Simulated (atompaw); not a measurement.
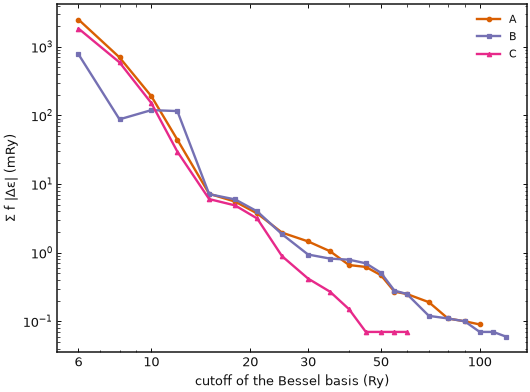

The occupation-weighted error of the valence levels in a spherical-Bessel basis for 3 variants of one potential.

Base settings:

Eu (Z = 63), PAW, made with atompaw 4.2.0.5 (PBE, scalar-relativistic). Core [Kr] 4d10 4f6, reference 5s2 5p6 5d1 6s1 6p0 (charge +1). Waves: 5s (bound): rc 2.35 bohr; 6s (bound): rc 2.85 bohr; 5p (bound): rc 2.15 bohr; 6p (bound, empty): rc 2.85 bohr; 5d (bound): rc 2.85 bohr; 5d channel at 1.3 Ry: rc 2.85 bohr. Local part: bessel scheme, radius 1.95 bohr. Core correction: smooth core density matched at 1.85 bohr. Augmentation charge: gaussian compensation charge, radius 2.35 bohr; PAW radius 2.85 bohr; waves and projectors: custom polynom2 7 10 vanderbiltortho.

**Match the curves to these variants:**
1. base
2. local potential troulliermartins scheme with l = 3 at 0 Ry, radius 1.95 bohr
3. augmentation gaussian compensation charge, radius 2.35 bohr; PAW radius 2.85 bohr; waves and projectors: modrrkj vanderbiltortho

A = 1, B = 2, C = 3.

**What did the other tests of these runs give?**

A: loose cutoff 15 Ry; bound ghosts none. B: loose cutoff 15 Ry; bound ghosts s, p, d. C: loose cutoff 15 Ry; bound ghosts none. The loose cutoff is the first of the cutoffs, on a coarse ladder, from which the occupation-weighted sum of valence levels, in a spherical-Bessel basis at the reference potential, stays within 10 and 1 mRy of its value at 400 Ry.
